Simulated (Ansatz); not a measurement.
Where the default PAW files enter, the runs use the earlier of Ansatz's two default sets.

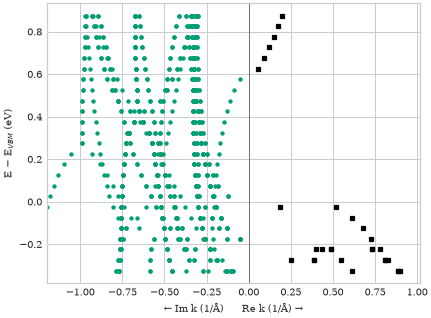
Fig. 1. Complex bands at the centre of the two-dimensional zone; PBEsol (Ansatz, a first-principles code)

The gap is the functional's own, uncorrected, and κ follows it; spin-orbit coupling is left out. Mid-gap values are interpolated between the computed energies.

Q: This is FeS₂ (Pa-3, 12 atoms a cell, 13.1 Å³ an atom, -6 GPa at this level) along the normal of (111). Read off the slowest decay at the centre of the two-dimensional zone at 0.33 eV, the computed energy nearest the middle of the gap.

A: κ ≈ 0.16 1/Å, a decay length 1/(2κ) of the density of 3.2 Å.
